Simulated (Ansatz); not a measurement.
# C₂H₇AlBFO: up Jacob's ladder to CCSD(T)

Aim: compute C₂H₇AlBFO with functionals from several rungs and with coupled cluster. The yardstick is the atomisation energy at the CCSD(T) limit.

Computed with Ansatz 0.2.0, Gaussian basis. Level: functionals in def2-TZVPP, the program's frozen cores in correlated methods.

Plan: PBE-D4, r2SCAN-D4, PBE0-D4, B3LYP-D4, ωB97X-V, ωB97M-V, B2PLYP; CCSD(T)/def2-TZVPP; MP2/def2-QZVPP; extrapolation to the limit.

### Step 1. The relaxed structure

All runs share one geometry, relaxed beforehand with PBE0-D4 in a triple-zeta def2 set.

13 atoms, charge 0, spin multiplicity 1.

Atoms are counted from 1 here; the program's logs count them from 0.

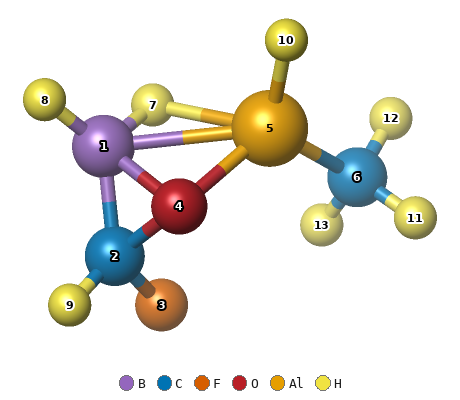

The geometry (boron purple, carbon blue, fluorine orange, oxygen red, aluminium amber, hydrogen yellow); atoms are numbered from 1 in the order of the file.

### Step 2. PBE-D4 (GGA)

Input file in.yaml:

```yaml
crystal:
  periodic: [false, false, false]
  atoms:
    - {symbol: B, position_ang: [-0.883953, -0.688205, 1.311676]}
    - {symbol: C, position_ang: [0.366122, -1.521169, 0.991124]}
    - {symbol: F, position_ang: [0.703175, -1.898835, -0.266725]}
    - {symbol: O, position_ang: [0.627837, -0.128868, 1.236416]}
    - {symbol: Al, position_ang: [-0.040505, 1.083226, 0.050035]}
    - {symbol: C, position_ang: [0.358507, 0.937827, -1.839249]}
    - {symbol: H, position_ang: [-1.456743, -0.227900, 0.302176]}
    - {symbol: H, position_ang: [-1.462264, -0.610979, 2.346802]}
    - {symbol: H, position_ang: [0.900748, -2.133658, 1.711992]}
    - {symbol: H, position_ang: [-0.437184, 2.388679, 0.840054]}
    - {symbol: H, position_ang: [1.360288, 1.329536, -2.045414]}
    - {symbol: H, position_ang: [-0.343479, 1.530153, -2.433351]}
    - {symbol: H, position_ang: [0.327750, -0.094608, -2.190836]}
basis:
  gaussian: {orbitals: def2-TZVPP}
hamiltonian: {xc: pbe, dispersion: d4}
output: {forces: true, orbitals: {seedname: orbitals}}
```

Launch:

```console
ansatz run in.yaml --threads 4 --pin off --events-out ev --progress --plain --max-ram 10444MiB
```

Further steps of the session: r2SCAN-D4 (meta-GGA); PBE0-D4 (hybrid); B3LYP-D4 (hybrid); ωB97X-V (range-separated); ωB97M-V (range-separated); B2PLYP (double hybrid); CCSD(T) in def2-TZVPP; MP2 in def2-QZVPP.

Q: Predict the results of all the runs planned. Wanted: atomisation energy, CCSD(T)/CBS; farthest; mean size of error, hybrid; mean size of error, range-separated; gap, smallest and largest; T1 diagnostic; triples share of the correlation energy.

**Answer**, as computed:

| quantity | value |
| --- | --- |
| atomisation energy, CCSD(T)/CBS | 1142.0 kcal/mol |
| functionals within 5.7 kcal/mol (0.5 %) | PBE0-D4, B3LYP-D4, ωB97X-V |
| farthest | PBE-D4 (+23.7 kcal/mol) |
| mean size of error, hybrid | 2.1 kcal/mol |
| mean size of error, range-separated | 5.7 kcal/mol |
| gap, smallest and largest | 5.80 eV (PBE-D4), 12.30 eV (ωB97X-V) |
| T1 diagnostic | 0.0123 |
| triples share of the correlation energy | 3.6 % |

**Reading.** PBE-D4 misses by +23.7 kcal/mol. Double hybrids carry the basis error of their MP2 part in triple zeta, and no dispersion term here, so their miss is partly the set-up's. Misses under about 5.7 kcal/mol are within the doubt on the reference itself, which lacks core-valence correlation, relativity and higher excitations. Hartree-Fock recovers 74 % of the binding; the rest is correlation. Orbital gaps span 5.8 to 12.3 eV; exact exchange widens them.
